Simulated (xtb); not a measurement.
## Calculation of the molecule and its ions, with input and output: CH$_{6}$Cl$_{2}$GaN

CH$_{6}$Cl$_{2}$GaN, SMILES [NH3+][GaH2-][CH](Cl)Cl, computed with GFN1-xTB (xtb 6.7.1).

The geometry was optimised with GFN1-xTB.

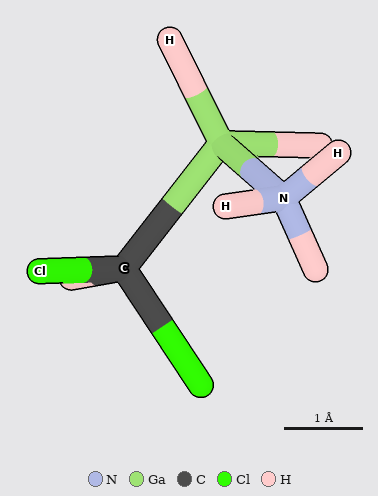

Figure 1. The structure as given in the input (stick view, seen at a tilt). Sticks mark near contacts.

## The input (coord)
```
$coord
     -0.874678634044      2.512296396384      1.051708177399  n
      2.010649699341     -0.402587253590      0.870181085868  ga
     -0.073264681852     -2.539319479966     -1.594607595743  c
     -3.052795862549     -3.285156586833     -0.132375315030  cl
     -0.693661768566     -0.687085521653     -4.379591471910  cl
     -0.477495997170      4.000871459274      2.175641687282  h
     -2.519685225531      1.762339686565      1.668117941991  h
     -1.214810439216      3.200251192054     -0.697441220816  h
      2.042964016072     -1.318405225368      3.655391729170  h
      4.239071437283      1.101785919702     -0.299464898969  h
      0.613669661711     -4.344990586568     -2.317579016502  h
$end
```

Hardware: 1 thread of Intel Xeon (Granite Rapids), 64 GiB of memory available, shared host.

Command:
```bash
xtb --acc 10 --gfn 1 -c 0 --vipea -- coord | tee coord.out
```

## Log
```
* xtb version 6.7.1
   ID    Z sym.   atoms
    1    7 n      1
    2   31 ga     2
    3    6 c      3
    4   17 cl     4, 5
    5    1 h      6-11

           -------------------------------------------------
          |                Calculation Setup                |
           -------------------------------------------------

          program call               : xtb --acc 10 --gfn 1 -c 0 --vipea -- coord
          coordinate file            : coord
          omp threads                :                     1

           -------------------------------------------------
          |                 G F N 1 - x T B                 |
           -------------------------------------------------

      * Hamiltonian:
        H0-scaling (s, p, d)           1.850000    2.250000    2.000000
        zeta-weighting                 0.000000
      * Dispersion:
        s8                             2.400000
        a1                             0.630000
        a2                             5.000000
        s9                             0.000000
      * Repulsion:
        kExp                           1.500000
        rExp                           1.000000
      * Coulomb:
        alpha                          2.000000
        third order                    atomic
        anisotropic                    false
      * Halogen bond correction:
        rad-scale                      1.300000
        damping                        0.440000

          ...................................................
          :                      SETUP                      :
          :.................................................:
          :  # basis functions                  50          :
          :  # atomic orbitals                  47          :
          :  # shells                           25          :
          :  # electrons                        32          :
          :  # halogen bonds                     2          :
          :  max. iterations                   250          :
          :  Hamiltonian                  GFN1-xTB          :
          :  restarted?                      false          :
          :  GBSA solvation                  false          :
          :  PC potential                    false          :
          :  electronic temp.          300.0000000     K    :
          :  accuracy                   10.0000000          :
          :  -> integral cutoff          0.2000000E+02      :
          :  -> integral neglect         0.1000000E-06      :
          :  -> SCF convergence          0.1000000E-04 Eh   :
          :  -> wf. convergence          0.2000000E-03 e    :
          :  Broyden damping             0.4000000          :
          :  net charge                          0          :
          :  unpaired electrons                  0          :
          ...................................................

 iter      E             dE          RMSdq      gap      omega  full diag
   1    -18.4433810 -0.184434E+02  0.546E+00    5.25       0.0  T
   2    -18.5012791 -0.578982E-01  0.330E+00    5.16       1.0  T
   3    -18.5030702 -0.179106E-02  0.108E+00    5.11       1.0  T
   4    -18.5037187 -0.648541E-03  0.197E-01    5.10       1.0  T
   5    -18.5038393 -0.120595E-03  0.188E-02    5.11       1.6  T
   6    -18.5038411 -0.174691E-05  0.441E-03    5.11       6.8  T
   7    -18.5038411 -0.410985E-07  0.878E-04    5.11      34.3  T
   8    -18.5038411 -0.164910E-08  0.214E-04    5.11     140.8  T

   *** convergence criteria satisfied after 8 iterations ***

         #    Occupation            Energy/Eh            Energy/eV
      -------------------------------------------------------------
         1        2.0000           -0.9044570             -24.6115
       ...           ...                  ...                  ...
        10        2.0000           -0.5011185             -13.6361
        11        2.0000           -0.4845723             -13.1859
        12        2.0000           -0.4654260             -12.6649
        13        2.0000           -0.4538628             -12.3502
        14        2.0000           -0.4510327             -12.2732
        15        2.0000           -0.4408546             -11.9963
        16        2.0000           -0.4018913             -10.9360 (HOMO)
        17                         -0.2141098              -5.8262 (LUMO)
        18                         -0.1823529              -4.9621
        19                         -0.1794676              -4.8836
        20                         -0.1254420              -3.4135
        21                         -0.1253091              -3.4098
       ...                                ...                  ...
        47                          0.9300574              25.3081
      -------------------------------------------------------------
                  HL-Gap            0.1877815 Eh            5.1098 eV
             Fermi-level           -0.3080005 Eh           -8.3811 eV

 SCC (total)                   0 d,  0 h,  0 min,  0.009 sec
 SCC setup                      ...        0 min,  0.000 sec (  0.681%)
 Dispersion                     ...        0 min,  0.000 sec (  0.304%)
 classical contributions        ...        0 min,  0.000 sec (  0.160%)
 integral evaluation            ...        0 min,  0.002 sec ( 26.619%)
 iterations                     ...        0 min,  0.002 sec ( 23.826%)
 molecular gradient             ...        0 min,  0.004 sec ( 47.288%)
 printout                       ...        0 min,  0.000 sec (  1.063%)

         :::::::::::::::::::::::::::::::::::::::::::::::::::::
         ::                     SUMMARY                     ::
         :::::::::::::::::::::::::::::::::::::::::::::::::::::
         :: total energy             -18.408312590914 Eh    ::
         :: gradient norm              0.000073153075 Eh/a0 ::
         :: HOMO-LUMO gap              5.109795519534 eV    ::
         ::.................................................::
         :: SCC energy               -18.503841123633 Eh    ::
         :: -> electrostatic           0.020746921977 Eh    ::
         :: repulsion energy           0.100207015219 Eh    ::
         :: dispersion energy         -0.004678482500 Eh    ::
         :: halogen bond corr.         0.000000000000 Eh    ::
         :: add. restraining           0.000000000000 Eh    ::
         :: total charge              -0.000000000000 e     ::
         :::::::::::::::::::::::::::::::::::::::::::::::::::::

           -------------------------------------------------
          |        vertical delta SCC IP calculation        |
           -------------------------------------------------

 iter      E             dE          RMSdq      gap      omega  full diag
   1    -17.9822476 -0.179822E+02  0.134E+00    5.11       0.0  T
   2    -18.0012292 -0.189816E-01  0.147E+00    4.96       1.0  T
   3    -18.0053346 -0.410535E-02  0.954E-01    4.93       1.0  T
   4    -18.0062528 -0.918209E-03  0.981E-02    4.79       1.0  T
   5    -18.0063146 -0.617665E-04  0.474E-02    4.81       1.0  T
   6    -18.0063199 -0.531601E-05  0.142E-02    4.81       2.1  T
   7    -18.0063203 -0.368017E-06  0.459E-03    4.81       6.6  T
   8    -18.0063203 -0.544610E-07  0.321E-03    4.81       9.4  T
   9    -18.0063204 -0.669055E-07  0.191E-04    4.81     157.5  T
  10    -18.0063204 -0.330843E-09  0.374E-05    4.81     807.0  T
     SCC iter.                  ...        0 min,  0.002 sec
     gradient                   ...        0 min,  0.004 sec
------------------------------------------------------------------------
empirical IP shift (eV):    4.8455
delta SCC IP (eV):    8.6927
------------------------------------------------------------------------
           -------------------------------------------------
          |        vertical delta SCC EA calculation        |
           -------------------------------------------------

 iter      E             dE          RMSdq      gap      omega  full diag
   1    -18.5322379 -0.185322E+02  0.229E+00    0.77       0.0  T
   2    -18.5853172 -0.530793E-01  0.204E+00    0.32       1.0  T
   3    -18.6115545 -0.262373E-01  0.130E+00    0.79       1.0  T
   4    -18.5223844  0.891701E-01  0.171E+00    0.42       1.0  T
   5    -18.6146456 -0.922613E-01  0.419E-01    0.61       1.0  T
   6    -18.6154110 -0.765390E-03  0.340E-01    0.54       1.0  T
   7    -18.6180629 -0.265189E-02  0.177E-01    0.41       1.0  T
   8    -18.6185539 -0.490946E-03  0.115E-01    0.37       1.0  T
   9    -18.6182147  0.339179E-03  0.140E-01    0.30       1.0  T
  10    -18.6190149 -0.800246E-03  0.172E-02    0.33       1.8  T
  11    -18.6190215 -0.655699E-05  0.181E-03    0.33      16.7  T
  12    -18.6190214  0.526440E-07  0.175E-03    0.33      17.2  T
     SCC iter.                  ...        0 min,  0.002 sec
     gradient                   ...        0 min,  0.004 sec
------------------------------------------------------------------------
empirical EA shift (eV):    4.8455
delta SCC EA (eV):   -1.7113
------------------------------------------------------------------------
           -------------------------------------------------
          |                Property Printout                |
           -------------------------------------------------

    * Orbital Energies and Occupations

         #    Occupation            Energy/Eh            Energy/eV
      -------------------------------------------------------------
         1        2.0000           -0.6999163             -19.0457
       ...           ...                  ...                  ...
         5        2.0000           -0.4239121             -11.5352
         6        2.0000           -0.4208201             -11.4511
         7        2.0000           -0.3931398             -10.6979
         8        2.0000           -0.3513068              -9.5595
         9        2.0000           -0.3466554              -9.4330
        10        2.0000           -0.3236321              -8.8065
        11        2.0000           -0.3146133              -8.5611
        12        2.0000           -0.2950079              -8.0276
        13        2.0000           -0.2811324              -7.6500
        14        2.0000           -0.2765463              -7.5252
        15        2.0000           -0.2753259              -7.4920
        16        2.0000           -0.2184793              -5.9451
        17        0.9983           -0.0217477              -0.5918 (HOMO)
        18        0.0017           -0.0096025              -0.2613 (LUMO)
        19                          0.0156707               0.4264
        20                          0.0453820               1.2349
        21                          0.0463970               1.2625
        22                          0.0564971               1.5374
        23                          0.0978529               2.6627
        24                          0.1101433               2.9972
        25                          0.1120408               3.0488
        26                          0.1199764               3.2647
        27                          0.1524813               4.1492
        28                          0.1525445               4.1509
       ...                                ...                  ...
        47                          1.0899256              29.6584
      -------------------------------------------------------------
                  HL-Gap            0.0121452 Eh            0.3305 eV
             Fermi-level           -0.0678943 Eh           -1.8475 eV

  Mulliken/CM5 charges         n(s)   n(p)   n(d)
     1n    -0.38503 -0.97376   1.453  3.932  0.000
     2ga    0.01861 -0.08236   1.259  1.436  0.286
     3c     0.07728  0.03463   1.221  2.701  0.000
     4cl   -0.40212 -0.40582   1.927  5.385  0.090
     5cl   -0.40210 -0.40581   1.927  5.385  0.090
     6h     0.11945  0.30631   0.881  0.000  0.000
     7h     0.17590  0.36411   0.824  0.000  0.000
     8h     0.17603  0.36426   0.824  0.000  0.000
     9h    -0.16584 -0.10694   1.166  0.000  0.000
    10h    -0.16583 -0.10693   1.166  0.000  0.000
    11h    -0.04634  0.01230   1.046  0.000  0.000

Wiberg/Mayer (AO) data.
largest (>0.10) Wiberg bond orders for each atom

 ---------------------------------------------------------------------------
     #   Z sym  total        # sym  WBO       # sym  WBO       # sym  WBO
 ---------------------------------------------------------------------------
     1   7 n    3.297 --     6 h    0.942     7 h    0.937     8 h    0.937
                             2 ga   0.426
     2  31 ga   3.495 --     3 c    0.866    10 h    0.866     9 h    0.866
                             1 n    0.426     4 cl   0.195     5 cl   0.195
     3   6 c    3.632 --    11 h    0.991     2 ga   0.866     5 cl   0.786
                             4 cl   0.786
     4  17 cl   1.185 --     3 c    0.786     2 ga   0.195
     5  17 cl   1.185 --     3 c    0.786     2 ga   0.195
     6   1 h    1.102 --     1 n    0.942
     7   1 h    1.036 --     1 n    0.937
     8   1 h    1.036 --     1 n    0.937
     9   1 h    0.979 --     2 ga   0.866
    10   1 h    0.979 --     2 ga   0.866
    11   1 h    1.108 --     3 c    0.991
 ---------------------------------------------------------------------------

Topologies differ in total number of bonds
Writing topology from bond orders to xtbtopo.mol

 dipole moment from electron density (au)
     X       Y       Z
   0.0904   2.3952   1.5165  total (Debye):    7.209

           -------------------------------------------------
          | TOTAL ENERGY              -18.523492908461 Eh   |
          | GRADIENT NORM               0.109631031233 Eh/α |
          | HOMO-LUMO GAP               0.330487422854 eV   |
           -------------------------------------------------

------------------------------------------------------------------------
------------------------------------------------------------------------
 total:
 *  cpu-time:     0 d,  0 h,  0 min,  0.033 sec
 * ratio c/w:     1.000 speedup
 SCF:
 *  cpu-time:     0 d,  0 h,  0 min,  0.028 sec
 * ratio c/w:     1.000 speedup
```

## Standard error
```
normal termination of xtb
```

## Results in brief

| quantity | value |
| --- | --- |
| outcome | converged |
| electrons treated | 32 |
| total energy | −18.408313 hartree |
| dispersion energy | −0.004678 hartree |
| basis functions | 50 |
| peak memory | 0.068 GiB |

Settings chosen away from the usual ones: method = gfn1-xtb; task = vipea; x = {"accuracy": 10}; geo = {"prev": "A"}. These settings are looser than, or depart from, a standard set-up, so the numbers are not reference values for this system.
